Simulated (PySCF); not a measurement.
# singlet SnH2F+: levels of theory compared

We compute a comparison of 3 runs (B2PLYP/STO-6G, M06-2X/STO-6G, NEVPT2(2,2)/STO-6G) of singlet SnH2F+. The job is set up through a Python script.

Program for the calculation: PySCF 2.14.0.

6 further runs of the same task are left out: 1 that didn't finish, 5 set aside as unsound or not needed.

## Step 1: The structure to begin with

SnH2F+: 4 atoms, total charge +1, spin state singlet. As SMILES of the parent species, `[F][SnH2]`. The coordinates come from a PBE0-D4/def2-TZVP relaxation. That shape belongs to the parent species and isn't relaxed for this state.

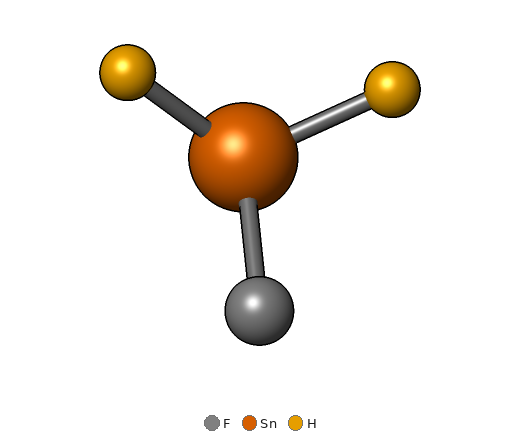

Viewed from a chosen angle; fluorine grey, tin orange, hydrogen amber.

## Step 2: The energy at B2PLYP/STO-6G (run 1)

Input file input.py:

```python
from pyscf import gto, dft, mp

molecule = gto.Mole()
molecule.atom = [
    ('F', (-1.552600, -0.190000, 0.640700)),
    ('Sn', (0.028300, -0.242200, -0.468300)),
    ('H', (1.184100, -1.054400, 0.524100)),
    ('H', (0.395700, 1.426200, -0.716700)),
]
molecule.verbose = 3
molecule.charge = 1
molecule.max_memory = 1860
molecule.basis = 'sto-6g'
molecule.spin = 0
molecule.build()

calc0 = dft.RKS(molecule)
calc0.xc = '0.53*HF + 0.47*B88, 0.73*LYP'
calc0.grids.level = 5
calc0.conv_tol = 1e-10
calc0.kernel()
if not calc0.converged:
    calc0 = calc0.newton().run(calc0.mo_coeff, calc0.mo_occ)

pt = mp.MP2(calc0, frozen=19).run()
etot = calc0.e_tot + 0.27 * pt.e_corr
print('PT2 part  %.8f' % (0.27 * pt.e_corr))
print('E = %.10f Eh' % etot)
```

The run is started by

```
$ OMP_NUM_THREADS=1 python input.py
```

Output:

```text
converged SCF energy = -6096.09878365089
E(RMP2) = -6096.21807823099  E_corr = -0.119294580101861
E(SCS-RMP2) = -6096.22522979334  E_corr = -0.126446142447554
PT2 part  -0.03220954
E = -6096.1309931875 Eh
```

Run time: 9.6 s. Hardware: 1 thread of Arm Neoverse V1, shared host; peak memory 0.26 GiB.

## Step 3: The energy at M06-2X/STO-6G (run 2)

Input file job.py:

```python
from pyscf import gto, dft

mol = gto.M(
    atom='F -1.552600 -0.190000 0.640700; Sn 0.028300 -0.242200 -0.468300; H 1.184100 -1.054400 0.524100; H 0.395700 1.426200 -0.716700',
    basis='sto-6g',
    max_memory=1860,
    verbose=4,
    charge=1,
)

myscf = dft.RKS(mol)
myscf.xc = 'm06-2x'
myscf.grids.level = 5
myscf.conv_tol = 1e-10
myscf.kernel()
if not myscf.converged:
    myscf = myscf.newton().run(myscf.mo_coeff, myscf.mo_occ)

e_tot = myscf.e_tot
print('E = %.10f Eh' % e_tot)
```

The run is started by

```
$ OMP_NUM_THREADS=1 python job.py
```

Output:

```text
PySCF version 2.14.0

[... 75 lines left out ...]
converged SCF energy = -6096.92656828237
E = -6096.9265682824 Eh
```

Run time: 11 s. Hardware: 1 thread of Arm Neoverse V1, shared host; peak memory 0.27 GiB.

## Step 4: The energy at NEVPT2(2,2)/STO-6G (run 3)

Input file calc.py:

```python
import numpy
from pyscf import gto, scf, mp, mcscf, mrpt

mol = gto.M(
    atom=[
    ('F', (-1.552600, -0.190000, 0.640700)),
    ('Sn', (0.028300, -0.242200, -0.468300)),
    ('H', (1.184100, -1.054400, 0.524100)),
    ('H', (0.395700, 1.426200, -0.716700)),
],
    basis='sto-6g',
    charge=1,
    max_memory=1860,
    verbose=3,
)

mf = mol.RHF()
mf.conv_tol = 1e-10
mf.kernel()
if not mf.converged:
    mf = mf.newton().run(mf.mo_coeff, mf.mo_occ)

pt = mp.MP2(scf.addons.convert_to_uhf(mf)).run()
noons, natorbs = mcscf.addons.make_natural_orbitals(pt)
print('natural occupations', numpy.round(noons[:40], 4))
cas = mcscf.CASSCF(mf, 2, 2)
cas.fix_spin_(ss=0.0)
cas.natorb = True
cas.kernel(natorbs)
e_pt2 = mrpt.NEVPT(cas).kernel()
energy = cas.e_tot + e_pt2
print('Final energy', energy)
```

The run is started by

```
$ OMP_NUM_THREADS=1 python calc.py
```

Output:

```text
converged SCF energy = -6094.21107144583
E(UMP2) = -6094.27917314877  E_corr = -0.0681017029369181
E(SCS-UMP2) = -6094.28536582226  E_corr = -0.074294376428581
natural occupations [2.     2.     2.     2.     2.     2.     2.     2.     2.     2.
 2.     2.     2.     2.     2.     2.     2.     2.     2.     2.
 1.9999 1.9999 1.9999 1.9999 1.9993 1.9968 1.9888 1.9817 1.9799 1.96
 0.0443 0.0214 0.0149 0.0136]
CASSCF energy = -6094.24473012329
CASCI E = -6094.24473012329  E(CI) = -2.01831729241076  S^2 = 0.0000000
Sr    (-1)',   E = 0.00000000345717
Si    (+1)',   E = 0.00000000008141
Sijrs (0)  ,   E = -0.02421923039027
Sijr  (+1) ,   E = -0.00278562964954
Srsi  (-1) ,   E = -0.00118188973353
Srs   (-2) ,   E = -0.00004390260944
Sij   (+2) ,   E = -0.00071251462536
Sir   (0)' ,   E = -0.01208771529358
Nevpt2 Energy = -0.041030878763127
Final energy -6094.285761002052
```

Wall time 2.8 s (1 thread of Arm Neoverse V1, shared host); peak memory 0.13 GiB.

## Step 5: All runs side by side

| run | level | frozen core orbitals | integration grid | energy (Eh) | HOMO energy (eV) | LUMO energy (eV) | HOMO–LUMO gap (eV) | wall time |
| --- | --- | --- | --- | --- | --- | --- | --- | --- |
| 1 | B2PLYP/STO-6G | 19 | 5 | -6096.130993 | -14.69 | -7.64 | 7.05 | 9.6 s |
| 2 | M06-2X/STO-6G | – | 5 | -6096.926568 | -14.85 | -8.10 | 6.75 | 11 s |
| 3 | NEVPT2(2,2)/STO-6G | – | – | -6094.285761 | -17.05 | -5.43 | 11.62 | 2.8 s |

## Step 6: Outcome

| quantity | value |
| --- | --- |
| run 3: total energy | -6094.28576 Eh |
| run 3: HOMO energy (Hartree–Fock orbitals) | -17.05 eV |
| run 3: LUMO energy (Hartree–Fock orbitals) | -5.43 eV |
| run 3: HOMO–LUMO gap (Hartree–Fock orbitals) | 11.62 eV |

In words: Totals of different functionals can't be ranked against each other. In runs 1, 2, 3 the basis is minimal, so the values are rough. In runs 1, 2, 3 relativity is left out where basis or elements ask for it. All runs together took 23 s, the longest 11 s.
